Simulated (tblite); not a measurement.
# Run report: CH$_{13}$ClO$_{2}$Si$_{6}$, geometry relaxation (part 1 of 2)

CH$_{13}$ClO$_{2}$Si$_{6}$, computed with GFN2-xTB geometry optimisation, gas phase (tblite 0.8.0).

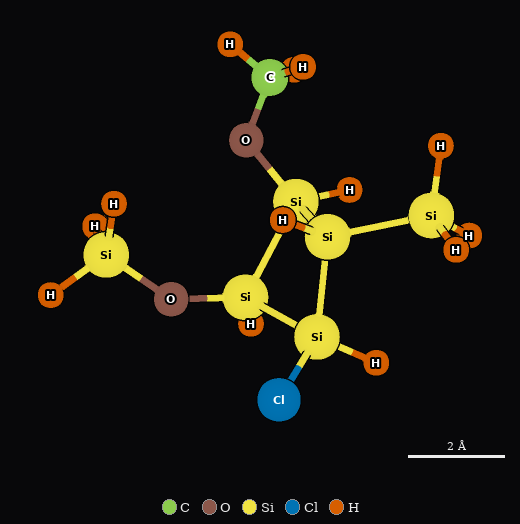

*The structure as given in the input (ball-and-stick view, seen at an oblique angle).*

## Input file
```
{"job": {"xc": "GFN2-xTB", "basis": "xTB", "kind": "relax"}, "charge": 0, "multiplicity": 1}
C      0.663700     2.990600     0.692100
O      0.952100     1.611700     0.623400
Si    -0.257700     0.499100     0.815500
Si    -1.138100    -0.215800    -1.162800
Si    -3.243700     0.533200    -1.390600
Si    -1.178200    -2.290700    -0.237500
Cl    -0.662300    -3.764600    -1.542500
Si     0.510800    -1.628700     1.164900
O      2.013100    -1.921700     0.536900
Si     3.490700    -1.207300     0.384500
H      0.239200     3.264700     1.669000
H     -0.041200     3.280500    -0.103500
H      1.581300     3.552100     0.561700
H     -1.278800     0.944300     1.798400
H     -0.224100    -0.052300    -2.320900
H     -3.930400    -0.148600    -2.511000
H     -3.239600     2.000700    -1.656400
H     -4.020700     0.284500    -0.156500
H     -2.450000    -2.616700     0.461500
H      0.396900    -2.104500     2.573700
H      3.427400    -0.164300    -0.673800
H      3.887300    -0.593000     1.674500
H      4.497600    -2.226400     0.009300
```

The first line tells a small driver script what to run in tblite; the rest is the geometry in Å.

Run on 1 CPU thread, shared host.

Command:
```bash
OMP_NUM_THREADS=1 python <driver script> task.json out
```

## What the program printed
```
step      E/eV     max force
  0    -868.95833    1.342
  1    -869.08035    0.828
  2    -869.17444    0.583
  3    -869.22042    0.628
  4    -869.30608    0.561
  5    -869.37125    0.490
  6    -869.44473    0.497
  7    -869.50103    0.439
  8    -869.54005    0.358
  9    -869.56278    0.320
 10    -869.57636    0.216
 11    -869.58722    0.211
 12    -869.59680    0.220
 13    -869.60367    0.157
 14    -869.60823    0.145
 15    -869.61214    0.140
 16    -869.61648    0.188
 17    -869.62073    0.165
 18    -869.62424    0.155
 19    -869.62717    0.195
 20    -869.63037    0.188
 21    -869.63460    0.210
 22    -869.63941    0.177
 23    -869.64368    0.121
 24    -869.64740    0.132
 25    -869.65125    0.163
 26    -869.65517    0.197
 27    -869.65884    0.155
 28    -869.66205    0.145
 29    -869.66520    0.174
 30    -869.66933    0.177
 31    -869.67444    0.179
 32    -869.67881    0.138
 33    -869.68176    0.100
 34    -869.68392    0.102
 35    -869.68597    0.108
 36    -869.68835    0.113
 37    -869.69061    0.116
 38    -869.69239    0.098
 39    -869.69390    0.083
 40    -869.69553    0.092
 41    -869.69729    0.101
 42    -869.69896    0.088
 43    -869.70053    0.084
 44    -869.70224    0.086
 45    -869.70447    0.133
 46    -869.70732    0.167
 47    -869.71020    0.132
 48    -869.71244    0.111
 49    -869.71402    0.091
 50    -869.71536    0.102
 51    -869.71672    0.110
 52    -869.71792    0.085
 53    -869.71894    0.094
 54    -869.72003    0.081
 55    -869.72141    0.095
 56    -869.72281    0.086
 57    -869.72394    0.067
 58    -869.72477    0.064
 59    -869.72542    0.063
 60    -869.72615    0.060
 61    -869.72693    0.060
 62    -869.72757    0.052
 63    -869.72820    0.050
 64    -869.72896    0.049
 65    -869.72994    0.066
 66    -869.73100    0.070
 67    -869.73198    0.069
 68    -869.73293    0.065
 69    -869.73395    0.065
 70    -869.73516    0.096
 71    -869.73652    0.104
 72    -869.73785    0.122
 73    -869.73911    0.092
 74    -869.74039    0.077
 75    -869.74191    0.074
 76    -869.74280    0.074
 77    -869.74412    0.100
 78    -869.74522    0.090
 79    -869.74651    0.082
 80    -869.74793    0.071
 81    -869.74956    0.086
 82    -869.75104    0.091
 83    -869.75212    0.067
 84    -869.75287    0.060
 85    -869.75342    0.057
 86    -869.75402    0.064
 87    -869.75468    0.048
 88    -869.75536    0.054
 89    -869.75581    0.061
 90    -869.75641    0.065
 91    -869.75698    0.054
 92    -869.75760    0.048
 93    -869.75814    0.046
 94    -869.75866    0.063
 95    -869.75916    0.066
 96    -869.75967    0.054
 97    -869.76017    0.048
 98    -869.76066    0.051
 99    -869.76112    0.051
100    -869.76153    0.060
101    -869.76188    0.051
102    -869.76220    0.033
103    -869.76220    0.033
104    -869.76233    0.027
105    -869.76255    0.022
106    -869.76264    0.027
107    -869.76287    0.025
108    -869.76299    0.026
109    -869.76310    0.024
110    -869.76319    0.020
111    -869.76330    0.018
112    -869.76340    0.022
113    -869.76349    0.026
114    -869.76360    0.027
115    -869.76373    0.028
116    -869.76388    0.030
117    -869.76403    0.028
118    -869.76416    0.031
119    -869.76427    0.024
120    -869.76437    0.024
121    -869.76446    0.024
122    -869.76456    0.025
123    -869.76468    0.028
124    -869.76484    0.032
125    -869.76501    0.030
126    -869.76513    0.021
127    -869.76522    0.022
128    -869.76530    0.024
129    -869.76539    0.026
130    -869.76548    0.020
131    -869.76557    0.023
132    -869.76565    0.025
133    -869.76575    0.024
134    -869.76584    0.024
135    -869.76591    0.022
136    -869.76597    0.020
137    -869.76602    0.015
138    -869.76608    0.020
139    -869.76615    0.020
140    -869.76621    0.020
141    -869.76626    0.016
142    -869.76631    0.014
143    -869.76636    0.016
144    -869.76641    0.018
145    -869.76646    0.012
146    -869.76650    0.013
147    -869.76654    0.018
148    -869.76660    0.025
149    -869.76666    0.028
150    -869.76673    0.023
151    -869.76680    0.023
152    -869.76687    0.022
153    -869.76695    0.024
154    -869.76702    0.022
155    -869.76707    0.023
156    -869.76712    0.020
157    -869.76718    0.022
158    -869.76726    0.033
159    -869.76735    0.032
160    -869.76744    0.025
161    -869.76753    0.021
162    -869.76762    0.025
163    -869.76772    0.032
164    -869.76783    0.027
165    -869.76791    0.021
166    -869.76797    0.020
167    -869.76804    0.022
168    -869.76813    0.029
169    -869.76826    0.031
170    -869.76840    0.032
171    -869.76851    0.024
172    -869.76858    0.015
173    -869.76864    0.020
174    -869.76870    0.023
175    -869.76878    0.022
176    -869.76888    0.027
177    -869.76902    0.029
178    -869.76920    0.033
179    -869.76939    0.036
180    -869.76952    0.026
181    -869.76960    0.014
182    -869.76965    0.014
183    -869.76972    0.022
184    -869.76983    0.034
185    -869.77000    0.036
186    -869.77020    0.037
187    -869.77041    0.034
188    -869.77061    0.034
189    -869.77082    0.043
190    -869.77106    0.043
191    -869.77132    0.041
192    -869.77160    0.056
193    -869.77197    0.065
194    -869.77264    0.083
195    -869.77312    0.068
196    -869.77347    0.040
197    -869.77375    0.044
198    -869.77401    0.058
199    -869.77437    0.054
200    -869.77478    0.051
201    -869.77516    0.061
202    -869.77545    0.060
203    -869.77579    0.045
204    -869.77607    0.032
205    -869.77633    0.034
206    -869.77649    0.036
207    -869.77663    0.030
208    -869.77676    0.024
209    -869.77690    0.026
210    -869.77699    0.018
211    -869.77703    0.011
212    -869.77705    0.010
213    -869.77707    0.013
214    -869.77711    0.017
215    -869.77715    0.020
216    -869.77719    0.017
217    -869.77721    0.010
218    -869.77724    0.012
219    -869.77726    0.012
220    -869.77728    0.011
221    -869.77730    0.012
222    -869.77732    0.013
223    -869.77734    0.012
224    -869.77736    0.012
225    -869.77738    0.012
226    -869.77739    0.009
227    -869.77741    0.012
228    -869.77743    0.015
229    -869.77745    0.013
230    -869.77748    0.011
231    -869.77751    0.011
232    -869.77754    0.012
233    -869.77757    0.013
234    -869.77760    0.013
235    -869.77761    0.008
236    -869.77763    0.008
237    -869.77764    0.011
238    -869.77767    0.017
239    -869.77770    0.019
240    -869.77774    0.014
241    -869.77777    0.013
242    -869.77780    0.016
243    -869.77782    0.018
244    -869.77786    0.019
245    -869.77788    0.012
246    -869.77791    0.011
247    -869.77793    0.011
248    -869.77796    0.016
249    -869.77799    0.015
250    -869.77802    0.013
251    -869.77805    0.010
252    -869.77807    0.013
253    -869.77809    0.012
254    -869.77811    0.013
255    -869.77813    0.014
256    -869.77815    0.012
257    -869.77817    0.014
258    -869.77819    0.013
259    -869.77821    0.012
260    -869.77822    0.008
261    -869.77823    0.008
262    -869.77824    0.006
263    -869.77824    0.007
264    -869.77825    0.008
265    -869.77826    0.007
266    -869.77827    0.006
267    -869.77827    0.003
```

## Trajectory as extended XYZ (Å, eV, eV/Å), 12 frames, from step=0 to step=267
```
23
Properties=species:S:1:pos:R:3:forces:R:3 step=0 energy=-868.95833
C     0.6637    2.9906    0.6921   -0.0840  -0.1140  -0.0950
O     0.9521    1.6117    0.6234   -0.7430   0.3850   0.4780
Si   -0.2577    0.4991    0.8155    1.0800   0.6950   0.3870
Si   -1.1381   -0.2158   -1.1628   -0.0160   0.5900  -0.9410
Si   -3.2437    0.5332   -1.3906   -1.0030   0.6080  -0.6520
Si   -1.1782   -2.2907   -0.2375    0.2080  -1.3040  -0.1410
Cl   -0.6623   -3.7646   -1.5425   -0.2280  -0.1580   0.0390
Si    0.5108   -1.6287    1.1649    0.6000  -0.3700   1.0150
O     2.0131   -1.9217    0.5369    0.0430   0.3830   0.3240
Si    3.4907   -1.2073    0.3845    0.1100   0.1740  -0.0770
H     0.2392    3.2647    1.6690    0.0060  -0.1790  -0.2660
H    -0.0412    3.2805   -0.1035    0.1420  -0.1050   0.2650
H     1.5813    3.5521    0.5617    0.2500  -0.0130  -0.0760
H    -1.2788    0.9443    1.7984    0.1680   0.0600  -0.0710
H    -0.2241   -0.0523   -2.3209   -0.1960  -0.0100   0.0460
H    -3.9304   -0.1486   -2.5110   -0.0490   0.2480   0.2440
H    -3.2396    2.0007   -1.6564   -0.2200  -0.3810   0.0770
H    -4.0207    0.2845   -0.1565    0.1020   0.0920  -0.2430
H    -2.4500   -2.6167    0.4615    0.2500  -0.0800  -0.2090
H     0.3969   -2.1045    2.5737    0.3860  -0.0500  -0.2500
H     3.4274   -0.1643   -0.6738   -0.1380  -0.3520   0.3160
H     3.8873   -0.5930    1.6745   -0.2000  -0.1780  -0.2710
H     4.4976   -2.2264    0.0093   -0.4660   0.0590   0.1000
23
Properties=species:S:1:pos:R:3:forces:R:3 step=24 energy=-869.64740
C     0.7181    3.0392    0.7247    0.0290   0.0430  -0.0330
O     0.9503    1.6640    0.8168   -0.1140   0.0660  -0.0050
Si   -0.1964    0.4997    0.8746   -0.0090   0.0190  -0.0310
Si   -1.2505   -0.1786   -1.1578    0.1200  -0.0270   0.0440
Si   -3.3895    0.6069   -1.5335   -0.0670   0.0340  -0.0400
Si   -0.9782   -2.3947   -0.3063    0.0420  -0.0620   0.0260
Cl   -0.6278   -3.9745   -1.5526    0.0160   0.0700   0.0220
Si    0.5648   -1.6610    1.3149   -0.0390  -0.0160   0.0380
O     2.0810   -1.8835    0.7434   -0.0230   0.0080   0.0470
Si    3.5207   -1.2160    0.4256   -0.0400   0.0150  -0.0010
H     0.2518    3.4181    1.6398    0.0740  -0.0620  -0.0340
H     0.0594    3.2847   -0.1132    0.0070  -0.1070  -0.0030
H     1.6759    3.5335    0.5678    0.0460   0.0160   0.0680
H    -1.2356    0.9829    1.8193    0.0070  -0.0260   0.0030
H    -0.4828    0.0803   -2.4079   -0.0250  -0.0220   0.0870
H    -4.1437   -0.0020   -2.6290   -0.0350  -0.0550  -0.0220
H    -3.4655    2.0479   -1.8010   -0.0140   0.0450   0.0270
H    -4.1438    0.3650   -0.3000   -0.0830   0.0300  -0.0160
H    -2.2319   -2.8013    0.3726    0.0600   0.0010  -0.0500
H     0.6897   -2.2396    2.6660   -0.0410   0.0350  -0.0380
H     3.2787   -0.2310   -0.6245    0.0660  -0.0180  -0.0700
H     4.0126   -0.5524    1.6324    0.0250  -0.0300   0.0080
H     4.3379   -2.3606    0.0378   -0.0020   0.0430  -0.0260
23
Properties=species:S:1:pos:R:3:forces:R:3 step=48 energy=-869.71244
C     0.8234    2.9971    0.7132   -0.0060   0.0090  -0.0210
O     0.8791    1.6158    0.8765    0.0400  -0.0100   0.0420
Si   -0.3260    0.5275    0.9961   -0.0280   0.0440   0.0120
Si   -1.4260   -0.1691   -0.9977   -0.0540  -0.0200  -0.0220
Si   -3.5464    0.6098   -1.5747    0.0430  -0.0260  -0.0190
Si   -0.9149   -2.4023   -0.2984    0.0240  -0.0120   0.0650
Cl   -0.2974   -3.7956   -1.6615   -0.0080   0.0740   0.0160
Si    0.5493   -1.5899    1.3678   -0.0470  -0.0980   0.0230
O     2.1085   -1.7463    0.9114   -0.0370   0.0340  -0.0130
Si    3.5451   -1.2194    0.3899    0.0010   0.0090   0.0060
H     0.3143    3.4741    1.5543    0.0010  -0.0470   0.0360
H     0.2828    3.2540   -0.1995    0.0260   0.0270  -0.0670
H     1.8462    3.3690    0.6550    0.0020   0.0350  -0.0240
H    -1.2912    1.0407    1.9956   -0.0100   0.0070   0.0100
H    -0.6034    0.1254   -2.2008    0.0030   0.0490  -0.0180
H    -4.1674   -0.0482   -2.7302    0.0120  -0.0070   0.0180
H    -3.5565    2.0434   -1.9032   -0.0070  -0.0030   0.0050
H    -4.4936    0.4561   -0.4640    0.0260  -0.0150   0.0000
H    -2.1011   -3.0556    0.2954    0.0290   0.0020  -0.0200
H     0.6007   -2.1831    2.7126   -0.0030  -0.0110  -0.0060
H     3.3345   -0.2939   -0.7204   -0.0480  -0.0130  -0.0330
H     4.2082   -0.5377    1.4989    0.0040  -0.0050   0.0370
H     4.2267   -2.4448   -0.0065    0.0380  -0.0220  -0.0260
23
Properties=species:S:1:pos:R:3:forces:R:3 step=72 energy=-869.73785
C     0.9054    2.9545    0.6708    0.0140  -0.0260  -0.0170
O     0.8900    1.5875    0.9349    0.0490  -0.0370   0.0580
Si   -0.3716    0.5727    1.1290    0.0040  -0.0100  -0.0020
Si   -1.4644   -0.0997   -0.8891   -0.0120  -0.0480   0.0950
Si   -3.5853    0.5546   -1.5837    0.0390  -0.0120   0.0210
Si   -0.8882   -2.3459   -0.2748    0.0760   0.0930  -0.0230
Cl   -0.0176   -3.4262   -1.7721    0.0040  -0.0450  -0.0150
Si    0.4889   -1.5813    1.4761   -0.0250   0.0520   0.0010
O     2.0515   -1.7003    1.0188   -0.0490   0.0020   0.0070
Si    3.4491   -1.2448    0.3509    0.0110   0.0370  -0.0090
H     0.3252    3.5017    1.4169   -0.0390   0.0070  -0.0120
H     0.4915    3.1525   -0.3191   -0.0500   0.0450  -0.0390
H     1.9382    3.3002    0.7003    0.0530  -0.0160   0.0130
H    -1.2826    1.2012    2.1147    0.0060  -0.0260   0.0110
H    -0.6153    0.2851   -2.0454    0.0370   0.0180  -0.0570
H    -4.1057   -0.1748   -2.7439   -0.0010  -0.0130  -0.0090
H    -3.6561    1.9735   -1.9572   -0.0210   0.0110   0.0060
H    -4.5740    0.3686   -0.5166    0.0070   0.0010   0.0140
H    -1.9945   -3.2098    0.1598   -0.0750  -0.0490  -0.0160
H     0.5694   -2.2333    2.7941   -0.0360   0.0370  -0.0330
H     3.1736   -0.3729   -0.7913   -0.0370  -0.0110   0.0210
H     4.1898   -0.5396    1.3960    0.0260  -0.0100  -0.0240
H     4.0780   -2.4966   -0.0593    0.0190  -0.0010   0.0110
```
